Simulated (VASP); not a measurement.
Band structure of GaN (wurtzite). Method: PBEsol GGA, VASP's PBE PAW potentials (set 64) (plane waves; VASP).

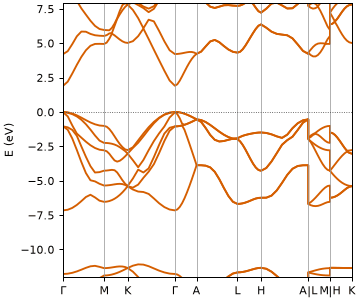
*Bands along high-symmetry lines, zero at the valence-band maximum or, without a gap, the Fermi level*

Task: Read the plot: is there a gap, and where are the band edges?

Result: The gap is direct, 1.91 eV, from the valence maximum at Γ to the conduction minimum at Γ. (Edges off the drawn lines would not show.)

Measured: gap 3.68 eV (computed value off by -1.77 eV), as given by Wei Chen et al., Physical Review Materials (2018), doi:10.1103/physrevmaterials.2.073803 [zero-point renormalisation of 0.17 eV added back (the table's ZPR column)].

The compound is GaN in the wurtzite structure. It was relaxed first.
